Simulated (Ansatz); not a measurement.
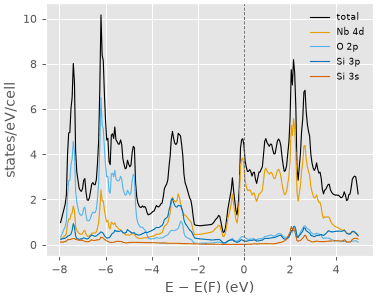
Total and projected density of states of NbSiO in space group P4/nmm (No. 129; Nb on 2c, Si on 2a, O on 2c), plane-wave PAW PBEsol (Ansatz code)

**Question.** Which orbitals carry the states next to the Fermi level?

**Answer.** Within 0.5 eV of the Fermi level: Nb 4d 76 %, O 2p 8 %, Si 3p 6 %, outside the projected shells 5 %. Projections are on Löwdin-orthogonalised atomic valence shells; empty p or d shells of many metals are not among them.

**Question.** Where is the tallest occupied peak in this window, and what makes it?

**Answer.** Near -6.2 eV, about 10 states/eV per cell; the largest projected share is O 2p.

The start of the workflow was typed in or built on a structure type; neither database checked (COD, Materials Project) lists it. Whether it is the stable phase at ambient conditions was not checked. The cell was relaxed with PBEsol under the symmetry of its start; whether a distortion lowers the energy is not shown. The workflow began spin-polarised and lost its moments. Scalar-relativistic: spin–orbit coupling is off unless named, which matters more the heavier the elements.

Potentials: the earlier of the program's two PAW sets. The files were generated under PBE; for other functionals the program regenerates the frozen cores, and for LDA and PBEsol the local potential too.
